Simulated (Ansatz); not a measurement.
# λ, α²F and ρ(T) of Pb(111) film of 4 layers, part 3 of 3

The plan: relax Pb(111) film of 4 layers, check its phonons, and, if the lattice is stable, compute its Eliashberg function and ρ(T).

Ansatz 0.2.0; DFT PBE, scalar-relativistic, plane waves, PAW; PAW set soft_1.

So far, coupling constant λ: step 5 (coupling and resistivity: q 2×2×1, k 6×6×1, scattering 8×8×1) 1.07; step 6 (k-mesh 9×9×1, scattering mesh 12×12×1, q mesh 3×3×1) 1.10. Also log mean phonon energy ħω_log (meV): step 5 4.53; step 6 4.78.

## (7) Resistivity: q 3×3×1, k 9×9×1, scattering 18×18×1

The next rung changes the scattering mesh, which samples the Fermi surface.

The input, input.yaml:

```yaml
crystal:
  lattice:
    - [3.5146055303, 0.0, 0.0]
    - [-1.7573027651, 3.0437376735, 0.0]
    - [0.0, 0.0, 40.9473019119]
  atoms:
    - { symbol: Pb, position: [0.0, 0.0, 0.1339059504] }
    - { symbol: Pb, position: [0.3333333333, 0.6666666667, 0.2017504369] }
    - { symbol: Pb, position: [0.6666666667, 0.3333333333, 0.2762700696] }
    - { symbol: Pb, position: [0.0, 0.0, 0.3441145561] }
  periodic: [true, true, false]
kpoints:
  mp_grid: { grid: [9, 9, 1] }
hamiltonian:
  xc: pbe
  pseudopotentials: { kind: paw, azcp: { folder: soft_1 } }
scf:
  occupations: { method: methfessel_paxton, width: 0.2 }
output:
  eigenvalues: true
phonons:
  method: dfpt
  qmesh: [3, 3, 1]
  temperatures: { t_max: 1000, t_step: 50 }
  qpath:
    path:
      - [0.0, 0.0, 0.0]
      - [0.5, 0.0, 0.0]
      - [0.33333333, 0.33333333, 0.0]
      - [0.0, 0.0, 0.0]
    npoints: 10
  electrical_resistivity:
    mesh: [18, 18, 1]
    temperatures: [20.0, 50.0, 77.0, 100.0, 150.0, 200.0, 300.0, 400.0, 600.0, 800.0]
```

On the command line:

```sh
$ ansatz run input.yaml --threads 4 --pin off --max-ram 20480MiB --backend cpu --events-out ev --progress --plain --runs-dir out
```

Numbers of over 12 decimals in the logs are rounded to 6 here.

The log of the run:

```text
[...]
Crystal: 4 atoms, lattice volume = 438.035 Å³
Basis set: ecut = 420 eV, 8531 PW (Γ), exchange–correlation on 48×48×576 points (8 copies of the dense FFT grid, shifted against one another)
Bands: 34, of which v1, the nominal top of the filled ones, is band 28 counted from 1 (27 counted from 0)
Symmetry: 12 space group operations
[...]
sheet resistance at 100 K: 45.44 Ω
[...]
sheet resistance at 150 K: 69.46 Ω
[...]
sheet resistance at 200 K: 93.20 Ω
[...]
sheet resistance at 300 K: 140.6 Ω
[...]
sheet resistance at 400 K: 188.3 Ω
[...]
sheet resistance at 600 K: 285.0 Ω
[...]
sheet resistance at 800 K: 383.5 Ω
[...]
vibrations of 9 cells: unjudged by the run; compare a larger repeat
[...]
[key lines of the parts left out:]
SCF converged after 11 iterations
Free energy (F): -47635.011999 eV
Fermi energy:    -3.857448 eV
```

It took 13 min on 4 threads of Arm Neoverse V1, shared host; peak memory 8.3 GiB.

This step gave:

```
sheet resistance 300K                : 140.6 Ω/square, mean in the plane
resistivity at 300 K                 : 57.58 μΩ cm, mean of the axes, of the whole cell with its vacuum
coupling constant λ                  : 1.037
density of states at the Fermi level : 0.9484 states/eV a spin and cell
log mean phonon energy ħω_log        : 4.746 meV
transport coupling constant λ_tr     : 0.8924, 0.8924, 0 (xx, yy, zz)
Drude plasma energy                  : 4.182, 4.182, 0 eV (xx, yy, zz), of the whole cell with its vacuum
second-moment phonon energy ħω₂      : 5.671 meV, from the broadened α²F curve
```

The run reports squared frequencies that differ by up to 56 % between the solve mesh and the fine mesh. By its own test the run is not converged in the mesh. λ = 1.04 and 141 Ω per square at 300 K, against 1.10 and 163 in the run with q 3×3×1, k 9×9×1, scattering 12×12×1 (-6.1 % and -13.6 %). N(E_F) moves by -4.5 % and the coupling-weighted phonon energy by -0.1 %; λ goes as N/ω², which would give -4.3 % if the matrix elements stayed. The run's own test puts 22 % between its two finest meshes on the component of the resistivity at 300 K that moves most, more than that change.

## (8) All levels side by side

Times are for 4 threads of Arm Neoverse V1, shared host. The runs compared:

```tsv
no.	run	sheet resistance 300K (Ω/square, mean in the plane)	coupling constant λ	log mean phonon energy ħω_log (meV)	time	memory (GiB)
1	q 2×2×1, k 6×6×1, scattering 8×8×1	162.1	1.075	4.532	3.1 min	3.9
2	q 3×3×1, k 9×9×1, scattering 12×12×1	162.7	1.104	4.78	13 min	8.3
3	q 3×3×1, k 9×9×1, scattering 18×18×1	140.6	1.037	4.746	13 min	8.3
```

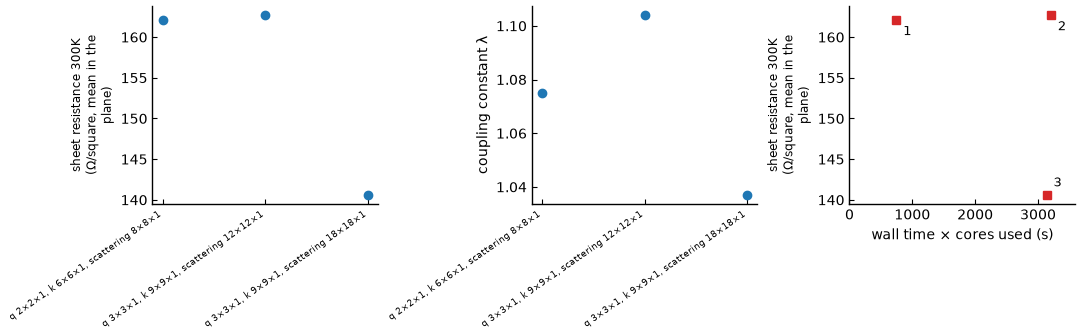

The series as plots; the last panel sets the first result against cost, with the runs numbered as in the table.

The runs together, line α²F. Table of Eliashberg function α²F, α²F by phonon energy; read off at these points:

```tsv
phonon energy (meV)	q 2×2×1, k 6×6×1, scattering 8×8×1	q 3×3×1, k 9×9×1, scattering 12×12×1	q 3×3×1, k 9×9×1, scattering 18×18×1
0.50	0.00239	0.00619	0.00804
1.00	0.0165	0.0209	0.0174
1.50	0.0299	0.0328	0.0262
2.00	0.0577	0.0430	0.0440
2.50	0.111	0.0706	0.0659
3.00	0.169	0.103	0.106
3.50	0.313	0.233	0.200
4.00	0.614	0.525	0.482
4.43	0.702	0.601	0.604
4.50	0.605	0.660	0.638
5.00	0.481	0.495	0.438
5.50	0.487	0.591	0.584
6.00	0.493	0.894	0.742
6.21	0.624	0.666	0.611
6.50	0.352	0.523	0.562
6.59	0.349	0.885	0.760
6.82	0.623	0.235	0.207
7.00	0.314	0.203	0.161
7.50	0.658	0.405	0.372
8.00	0.254	0.715	0.568
8.50	0.293	0.122	0.146
9.00	0.301	0.0754	0.0895
9.50	0.0783	0.445	0.379
```

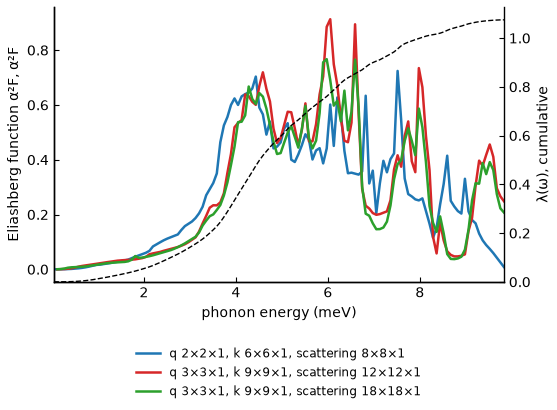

Eliashberg function α²F, α²F, plotted against phonon energy. The dashed line is the running λ.

## (9) Outcome

* run: PBE, q 3×3×1, k 9×9×1, scattering 18×18×1
* coupling constant λ: 1.04
* log mean phonon energy ħω_log: 4.75 meV
* states at the Fermi level: 0.948 states/eV/spin/cell
* sheet resistance at 300 K: 141 Ω per square
* change between its two finest scattering meshes: λ 3 %, resistivity at 300 K 22 %
* time of that run: 13 min

On the last rung that gave a resistivity at the base settings (q 3×3×1, k 9×9×1, scattering 18×18×1), Pb(111) film of 4 layers has λ = 1.0 and a phonon-limited sheet resistance of 141 Ω per square at 300 K. Across the runs of step 8 the sheet resistance 300K runs from 141 Ω/square, mean in the plane (q 3×3×1, k 9×9×1, scattering 18×18×1) to 163 Ω/square, mean in the plane (q 3×3×1, k 9×9×1, scattering 12×12×1), while the wall time spans a factor of 4.3. The coupling is strong (λ = 1.0), so phonons raise the electrons' mass at the Fermi surface by about 104 %. Values of ρ(T) above 601 K, the melting point, are the model's extrapolation. Values of ρ(T) under 50 K rest on the softest modes, mostly interpolated ones, and are the least sure of the table. The high-temperature form ρ = 2π k_B T λ_tr/(ħ ε₀ ω_p²) gives 61.6 μΩ cm along x at 300 K, against 57.6 from the Boltzmann equation. The three lowest branches give 36 % of λ. By the run's own test, which takes the component that moves most, the resistivity at 300 K moves by 22 % between its two finest scattering meshes, so it is not converged. In the run quoted no mode is imaginary at the wavevectors of the 3×3×1 mesh; wavevectors off that mesh are interpolated. Only scattering by harmonic phonons counts; impurities, grain boundaries and thermal expansion are left out. The resistivity belongs to the whole cell, vacuum included; the sheet resistance is the quantity that does not depend on the vacuum. Spin–orbit coupling, left out here, matters for Pb. The c of the given cell is the typed one; the program laid its own vacuum and ran the layer in a cell 40.9 Å high. The structure was built by hand as an ordered model, and its stability against other phases was not tested.

[Logs are printed without paths, hosts, clocks, repeated set-up lines and the standing remarks that a program may print on its own settings, such as how far it seeks lower states.]

[Hosts, paths, dates, database ids (printed as entryN), source tags and the programs' standing remarks are cut or masked in the printed files.]
